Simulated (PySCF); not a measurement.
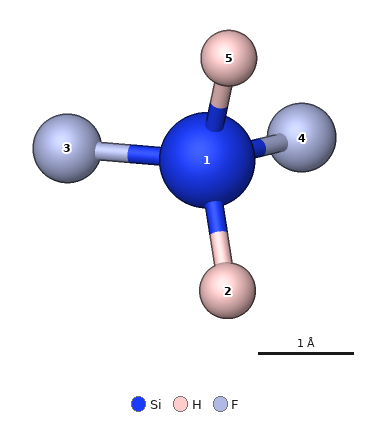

**Figure 1.** The structure as given in the input (ball-and-stick view, seen at a tilt; atoms are numbered from 1 in the order of the input). Bond lengths as drawn: F–Si 1.59 Å and H–Si 1.47 Å.

**Geometry relaxation, with input and output: SiH2F2**

The run: geometry relaxation of SiH2F2. Method and program: RKS PBE0-D4/def2-TZVP, density fitting (PySCF 2.14.0).

**Output**
```
relax step 1: E = -13341.542608 eV, largest force component 0.3623 eV/A
relax step 2: E = -13341.545036 eV, largest force component 0.1782 eV/A
relax step 3: E = -13341.547813 eV, largest force component 0.0282 eV/A
relax step 4: E = -13341.547845 eV, largest force component 0.0203 eV/A
relax step 5: E = -13341.547876 eV, largest force component 0.0090 eV/A
relax step 6: E = -13341.547885 eV, largest force component 0.0058 eV/A
```

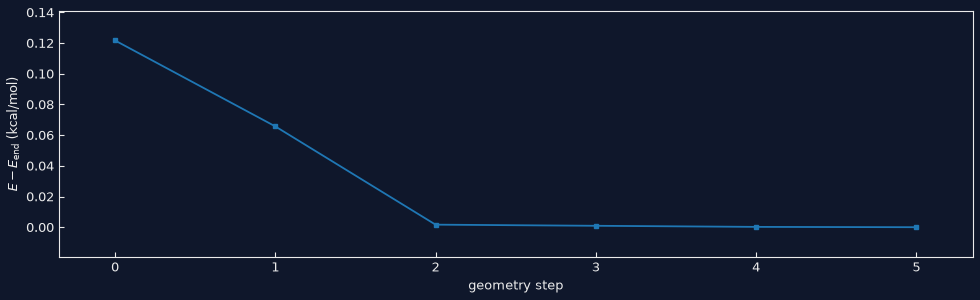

**Figure 2.** Progress of the relaxation, step by step (the first geometry is step 0 here and step 1 in the log).

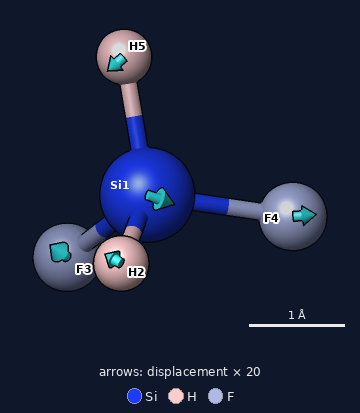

**Figure 3.** The starting structure with the displacements as teal arrows, magnified 20 times (ball-and-stick view, seen at a tilt). The two geometries are laid on each other by the best rigid fit. The largest move after the best rigid fit is that of Si1, 0.017 Å. Largest moves by element: Si 0.017 Å, F 0.015 Å, H 0.012 Å. Distances before and after: Si1–F3 1.590 → 1.586 Å. Over 5 geometry steps the energy falls by 0.12 kcal/mol. Largest force component: 0.36 eV/Å at the start, 0.0058 eV/Å at the end. (Atoms are counted from 1 in the order of the input.)

```
Total energy -13341.547885 eV, <S^2> 0.0000
```

**Trajectory as extended XYZ (Å, eV, eV/Å), 6 frames, from step=1 to step=6**
```
5
Properties=species:S:1:pos:R:3:forces:R:3 step=1 energy=-13341.54261
Si   -0.7482   -0.8799   -0.6136   -0.3623   0.0120  -0.2607
H    -0.9618   -0.7958    0.8414    0.0792   0.0425   0.0317
F    -0.8416    0.5772   -1.2428    0.1194  -0.1112   0.1248
F    -1.9527   -1.7158   -1.2297    0.0982   0.0067   0.0669
H     0.5074   -1.5191   -1.0426    0.0675   0.0492   0.0388
5
Properties=species:S:1:pos:R:3:forces:R:3 step=2 energy=-13341.54504
Si   -0.7674   -0.8885   -0.6241    0.1782   0.0303   0.1094
H    -0.9445   -0.7802    0.8369   -0.0392  -0.0249  -0.0214
F    -0.8111    0.5771   -1.2298   -0.0961  -0.0554  -0.0464
F    -1.9611   -1.7442   -1.2205   -0.0018   0.0763  -0.0241
H     0.5086   -1.5060   -1.0339   -0.0375  -0.0287  -0.0146
5
Properties=species:S:1:pos:R:3:forces:R:3 step=3 energy=-13341.54781
Si   -0.7534   -0.8903   -0.6145    0.0203  -0.0008   0.0190
H    -0.9364   -0.7814    0.8450   -0.0080  -0.0038  -0.0065
F    -0.8222    0.5641   -1.2404    0.0054   0.0282  -0.0081
F    -1.9535   -1.7341   -1.2147   -0.0067  -0.0201   0.0034
H     0.5167   -1.5171   -1.0256   -0.0074  -0.0051  -0.0052
5
Properties=species:S:1:pos:R:3:forces:R:3 step=4 energy=-13341.54784
Si   -0.7436   -0.8926   -0.6080   -0.0203  -0.0102  -0.0072
H    -0.9298   -0.7763    0.8501    0.0087   0.0046   0.0013
F    -0.8089    0.5594   -1.2422    0.0014  -0.0102   0.0040
F    -1.9457   -1.7416   -1.1990    0.0064   0.0105   0.0006
H     0.5213   -1.5278   -1.0205    0.0080   0.0038   0.0042
5
Properties=species:S:1:pos:R:3:forces:R:3 step=5 energy=-13341.54788
Si   -0.7364   -0.8959   -0.6027   -0.0076   0.0005  -0.0037
H    -0.9200   -0.7733    0.8554    0.0037   0.0009  -0.0012
F    -0.8011    0.5539   -1.2420    0.0003  -0.0090   0.0032
F    -1.9395   -1.7455   -1.1904    0.0050   0.0057   0.0021
H     0.5288   -1.5321   -1.0131    0.0028   0.0006   0.0025
5
Properties=species:S:1:pos:R:3:forces:R:3 step=6 energy=-13341.54788
Si   -0.7252   -0.8996   -0.5950    0.0058   0.0024   0.0027
H    -0.9065   -0.7705    0.8627   -0.0007  -0.0005  -0.0001
F    -0.7901    0.5473   -1.2402    0.0005  -0.0006  -0.0003
F    -1.9289   -1.7506   -1.1787    0.0002  -0.0017   0.0009
H     0.5405   -1.5372   -1.0025   -0.0013  -0.0008  -0.0002
```

The run was set up as follows.

**The input**
```python
import json, numpy as np
from pyscf import gto, scf, dft, mp, cc
EV, BOHR = 27.211386245988, 0.529177210903
mol = gto.M(atom="""
Si -0.748222 -0.879857 -0.613625
H -0.961823 -0.795828 0.841400
F -0.841580 0.577248 -1.242836
F -1.952726 -1.715818 -1.229722
H 0.507369 -1.519102 -1.042630
""", basis="def2-tzvp", charge=0, spin=0, max_memory=8670, verbose=0)
def mean_field(mol, dm=None):
    mf = dft.RKS(mol, xc="pbe0").density_fit()
    mf.conv_tol = 1e-9; mf.grids.level = 4
    mf.kernel(dm0=dm)
    if not mf.converged: mf = mf.newton().run(mf.mo_coeff, mf.mo_occ)
    assert mf.converged
    return mf
def d4(mol):
    from pyscf.dispersion.dftd4 import DFTD4Dispersion
    real = gto.M(atom=[(mol.atom_pure_symbol(i), mol.atom_coord(i)) for i in range(5)], unit='B', charge=mol.charge, spin=None, basis='def2-svp', verbose=0)
    r = DFTD4Dispersion(real, xc="pbe0", atm=True).get_dispersion(grad=True); return r["energy"], r["gradient"]
def energy_and_gradient(mol, dm=None):
    mf = mean_field(mol, dm); e, g = d4(mol)
    return mf, (mf.e_tot + e) * EV, (mf.nuc_grad_method().kernel()[:5] + g) * EV / BOHR
out = {}
# rational-function steps on a BFGS-updated Hessian; the first Hessian (eV/A^2) comes from GFN2-xTB
H = np.load("h0.npy"); x = mol.atom_coords(unit="A").ravel(); dm = old = None; trust = 0.2; steps = []
for it in range(90):
    mol.set_geom_(x.reshape(-1, 3), unit="A"); mf, e, g = energy_and_gradient(mol, dm); g = g.ravel(); dm = mf.make_rdm1()
    print(f"relax step {it + 1}: E = {e:.6f} eV, largest force component {abs(g).max():.4f} eV/A", flush=True); steps.append([e, x.reshape(-1, 3).tolist(), (-g).reshape(-1, 3).tolist()])
    if abs(g).max() < 0.008: out['converged'] = True; break
    if old is not None:
        s, z = x - old[0], g - old[1]
        if s @ z > 1e-8: H = H + np.outer(z, z) / (s @ z) - np.outer(H @ s, H @ s) / (s @ H @ s)
        trust = max(0.03, trust / 2) if e > old[2] + 1e-4 else min(0.35, trust * 1.3)
    w, V = np.linalg.eigh(H); w = np.maximum(abs(w), 0.08); f = V.T @ g; M = np.diag(np.append(w, 0.0)); M[-1, :-1] = M[:-1, -1] = f
    dx = V @ (-f / (w - np.linalg.eigvalsh(M)[0])); big = np.linalg.norm(dx.reshape(-1, 3), axis=1).max(); dx *= min(1, trust / big)
    old = (x, g, e); x = x + dx
out.update(energy=e, forces=steps[-1][2], positions=steps[-1][1], steps=steps)
out['s2'] = mf.spin_square()[0]; out['nelec'] = mol.nelec
print(f"Total energy {out['energy']:.6f} eV, <S^2> {out['s2']:.4f}")
json.dump(out, open("out.json", "w"), default=float)
```

Launch command:
```bash
OMP_NUM_THREADS=4 python run.py
```

**Summary**

- outcome: converged
- total energy: −13341.5479 eV
- largest force (length of the vector) at the end: 0.007 eV/Å
- hardware: 4 threads of Intel Xeon @ 2.50GHz, 180 GiB of memory available, shared host
- wall time: 39 s (CPU time 2.2 min)
- peak memory: 1.1 GiB
